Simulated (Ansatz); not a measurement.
## Electronic structure of GaH₅O₃ in real space

The calculation's input:

```
crystal:
  periodic: [false, false, false]
  atoms:
    - {symbol: Ga, position_ang: [0.016680, -0.049729, 0.331650]}
    - {symbol: H, position_ang: [-1.105330, 1.228544, -0.348748]}
    - {symbol: O, position_ang: [-0.889152, -1.530601, 0.720370]}
    - {symbol: O, position_ang: [1.257678, 0.603719, 1.425382]}
    - {symbol: H, position_ang: [-0.632837, 0.842063, -1.150225]}
    - {symbol: O, position_ang: [0.319649, 0.079846, -1.572344]}
    - {symbol: H, position_ang: [-0.739619, -1.848073, 1.613210]}
    - {symbol: H, position_ang: [1.732236, 1.357827, 1.070552]}
    - {symbol: H, position_ang: [0.040696, -0.683695, -2.089848]}
basis:
  gaussian: {orbitals: def2-TZVPP}
hamiltonian: {xc: pbe0, dispersion: d4}
output: {orbitals: {seedname: orbitals}}
```

Launched as:

```sh
ansatz run in.yaml --threads 4 --pin off --events-out ev --progress --plain --max-ram 9574MiB
```

A transition-state structure; geometry: PBE0-D4/def2-TZVP.

Method: RKS PBE0-D4/def2-TZVPP in Ansatz.

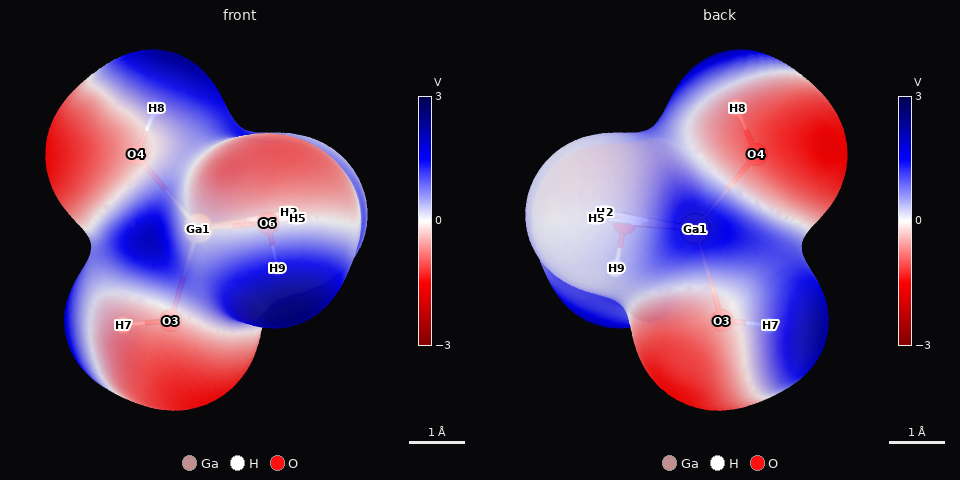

Figure 1. The electrostatic potential painted on the density surface at 0.002 e/bohr³, seen from the front and from behind; the colour scale runs from red (negative) to blue (positive).

Question: Describe the electrostatic potential map.

Answer: The most negative region (about −1.5 V) lies over O4, the most positive (about +2.6 V) over H9. O4 is the likeliest acceptor of a hydrogen bond.

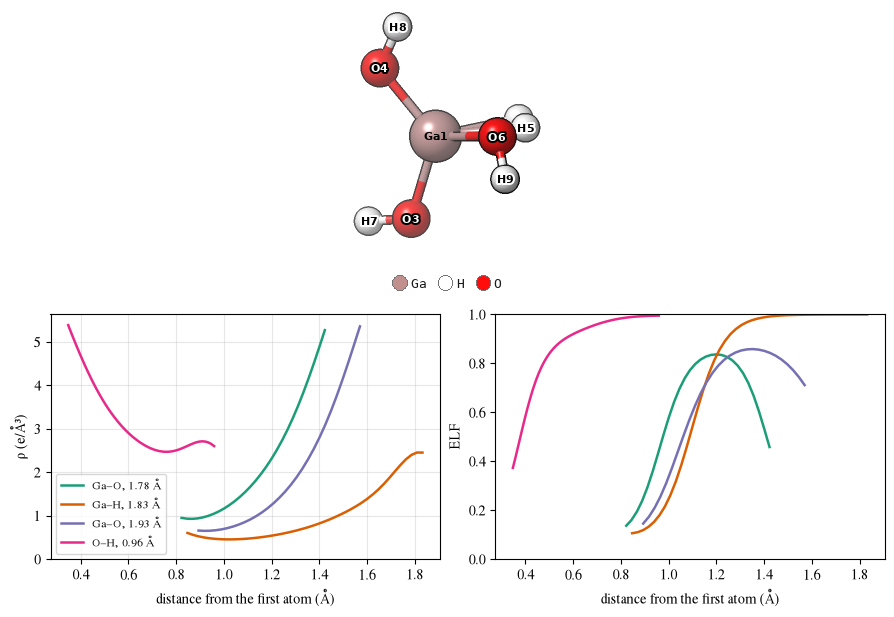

Figure 2. Electron density and electron localisation function along straight lines between neighbouring atoms. The curves leave out the atomic cores. The structure is drawn too.

Question: What can be read from the curves?

Answer: Ga–O (1.78 Å): ρ at the midpoint is about 0.94 e/Å³; the ELF peaks at about 0.85 in the valence shell of O, 0.6 Å from its nucleus, and is about 0.25 at the midpoint.
Ga–H (1.83 Å): ρ is about 0.5 e/Å³ halfway; the ELF climbs to about 1 towards the hydrogen.
Ga–O (1.93 Å): the density is about 0.67 e/Å³ at the midpoint; the ELF peaks at about 0.85 in the valence shell of O, 0.6 Å from its nucleus, and is about 0.25 at the midpoint.
O–H (0.96 Å): the density is about 3.8 e/Å³ at the midpoint; the ELF climbs to about 1 towards the hydrogen; an ordinary covalent bond to hydrogen.

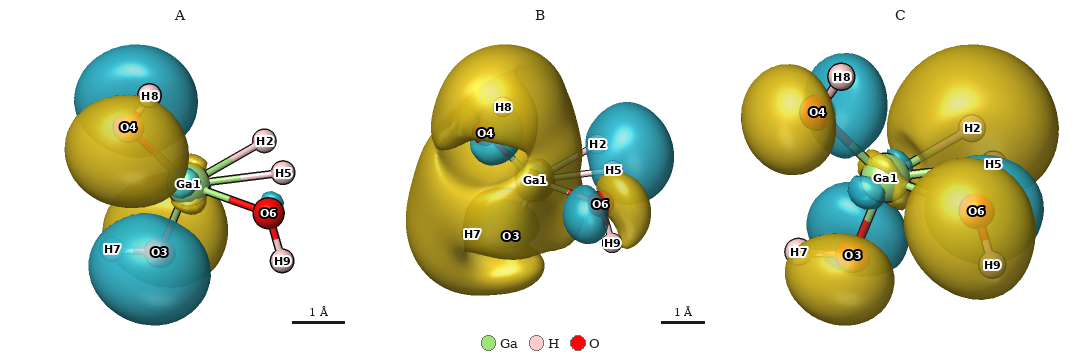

Figure 3. Three frontier orbitals at ±0.06 Å⁻³ᐟ² (yellow and cyan are the two phases), in no order.

Question: Which picture is the HOMO−1, the HOMO and the LUMO?

Answer: A is the HOMO−1 (−8.75 eV). Its weight (Hirshfeld) is mainly on O4 (about 45 %), O3 (about 40 %) and Ga1 (about 10 %); largely a combination of lone pairs on O4 and O3. C is the HOMO (−8.35 eV). It lies mainly on O6 (about 30 %), H2 (about 25 %), O4 (about 10 %), O3 (about 10 %), Ga1 (about 10 %) and H5 (about 5 %). B is the LUMO (−0.35 eV). By Hirshfeld shares it lies mainly on Ga1 (about 40 %), O4 (about 10 %), O3 (about 10 %), H7 (about 10 %), H8 (about 5 %) and H2 (about 5 %).

Question: What is the HOMO–LUMO gap?

Answer: 8.00 eV between the orbital energies.
